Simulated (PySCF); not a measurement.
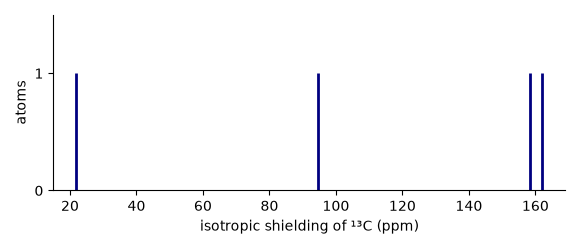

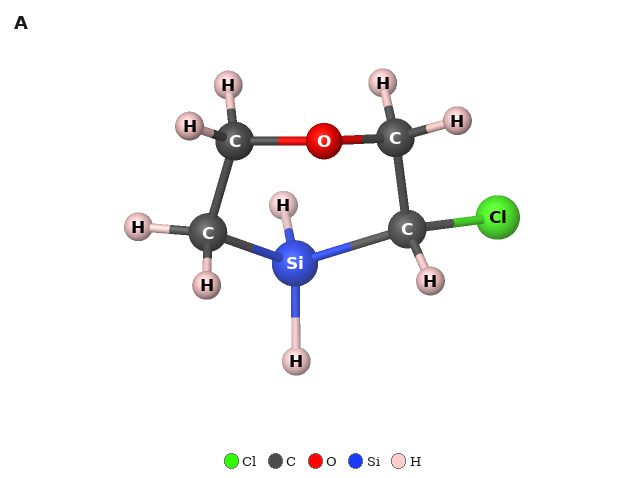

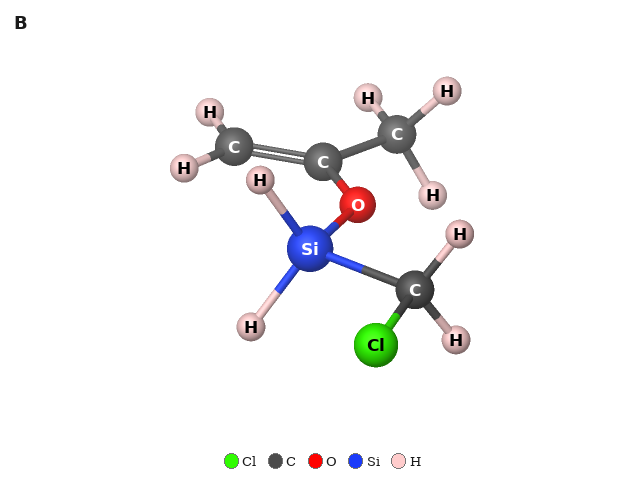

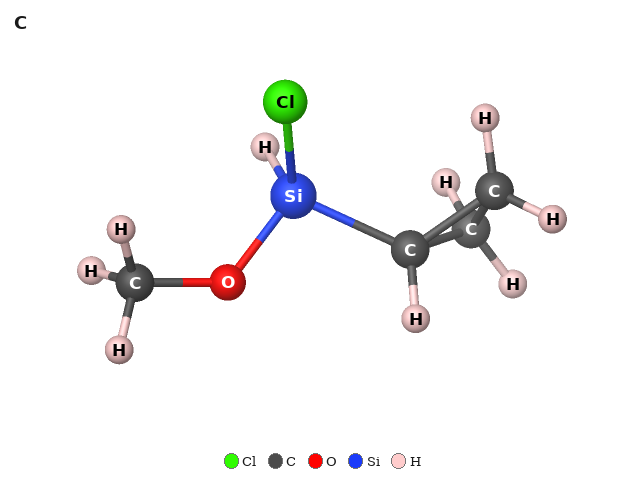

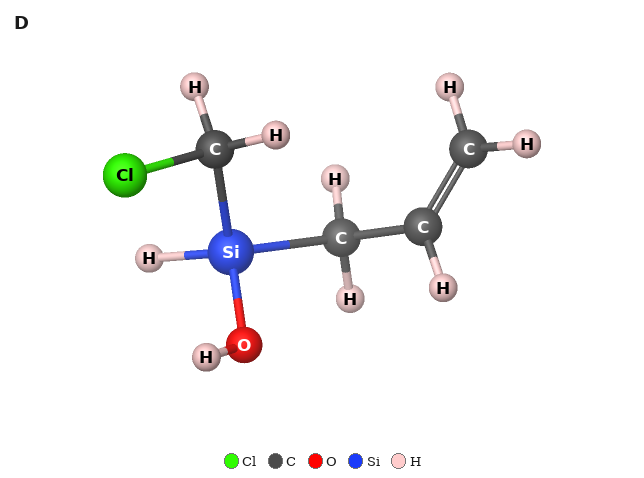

The sticks are computed shieldings of one of the molecules, for one fixed geometry (GFN2-xTB) without averaging over rotations. Low shielding means a high chemical shift. Method: GIAO PBE0/pcSseg-1 NMR shielding, non-relativistic, gas phase (PySCF 2.14.0).

**Which molecule gives this pattern?**

B, `C=C(C)O[SiH2]CCl`. Its 4 C atoms give lines at 22.0, 94.6, 158.4, 162.0 ppm.

The geometry is semi-empirical. Around Si such bond lengths and angles can be off by a tenth of an ångström or more and by several degrees, and values that hang on the shape move with them.
